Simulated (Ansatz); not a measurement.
# ClH5O4W: what the fields show

Input file:

```
crystal:
  periodic: [false, false, false]
  atoms:
    - { symbol: W, position_ang: [0.0, 0.0, 0.0] }
    - { symbol: Cl, position_ang: [0.0, 0.0, 2.39] }
    - { symbol: O, position_ang: [1.94, 0.0, 0.0] }
    - { symbol: H, position_ang: [2.2771, -0.9519, -0.0197] }
    - { symbol: O, position_ang: [0.0, 1.94, 0.0] }
    - { symbol: H, position_ang: [-0.6343, 2.2771, -0.71] }
    - { symbol: O, position_ang: [-1.94, 0.0, 0.0] }
    - { symbol: H, position_ang: [-2.2771, -0.1263, 0.9437] }
    - { symbol: O, position_ang: [0.0, -1.94, 0.0] }
    - { symbol: H, position_ang: [0.3816, -2.2771, 0.8723] }
    - { symbol: H, position_ang: [0.0, 0.0, -1.72] }
basis:
  gaussian: { orbitals: def2-SVP }
hamiltonian:
  xc: b3lyp
  dispersion: d4
relax:
  f_tol: 0.02
  max_steps: 40
output:
  orbitals: {}
```

Command:

```sh
ansatz run input.yaml --threads 4 --pin off --max-ram 5120MiB --backend cpu --events-out ev --progress --plain --runs-dir out
```

The fields are those of the run's last geometry, not of the input's.

Core potentials replace the inner electrons of W.

Method: Ansatz, RKS B3LYP-D4/def2-SVP.

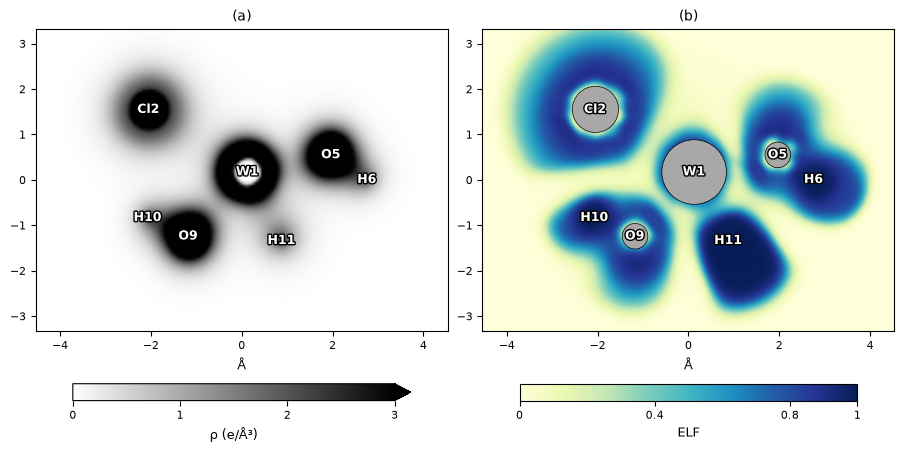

Figure 1. (a) electron density; (b) electron localisation function on the plane of atoms Cl2, W1 and H11. Grey discs cover the atomic cores in the ELF map.

### Describe what can be read from this map.

The section cuts through W, Cl, O and H sites.
W–O (1.88 Å): the density is about 1.1 e/Å³ at the midpoint; the ELF peaks at about 0.85 in the valence shell of O, 0.5 Å from its nucleus, and drops to about 0.30 between the two atoms.
W–Cl (2.57 Å): ρ is about 0.4 e/Å³ halfway; the ELF peaks at about 0.85 in the valence shell of Cl, 0.8 Å from its nucleus, and is about 0.35 at the midpoint.
O–H (0.96 Å): ρ at the midpoint is about 3.7 e/Å³; the ELF climbs to about 1 towards the hydrogen, as it does in any bond to H: a covalent bond by its length.
W–O (1.92 Å): ρ at the midpoint is about 1.1 e/Å³; the ELF peaks at about 0.80 in the valence shell of O, 0.6 Å from its nucleus, and drops to about 0.30 between the two atoms.
W–H (1.69 Å): ρ is about 1.6 e/Å³ halfway; the ELF climbs to about 1 towards the hydrogen.

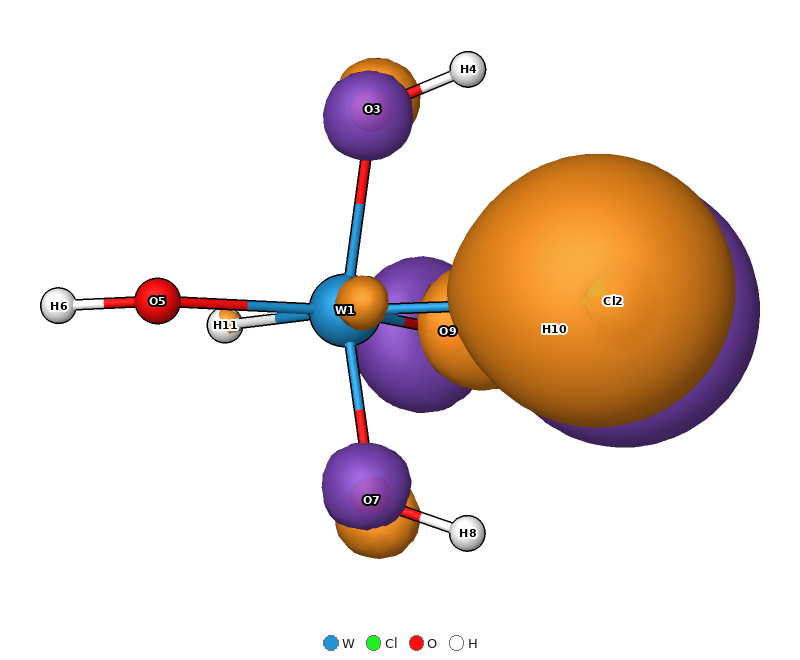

Figure 2. The HOMO−1 at ±0.1 Å⁻³ᐟ² (orange and purple are the two phases), seen across its widest extent.

### Describe this orbital and give its energy.

It lies mainly on Cl2 (about 80 %) and O9 (about 10 %); largely a lone pair of Cl2. Its energy is −7.89 eV.

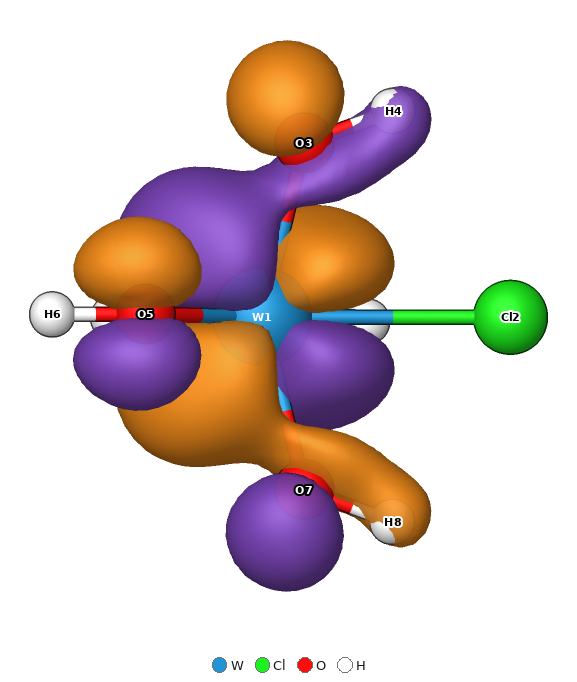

Figure 3. The LUMO at ±0.1 Å⁻³ᐟ² (orange and purple are the two phases), seen at a tilt.

### What is the character of this orbital?

Its weight (Hirshfeld) is mainly on W1 (about 60 %), O3 (about 10 %), O7 (about 10 %) and O5 (about 10 %). Its energy is −2.96 eV.
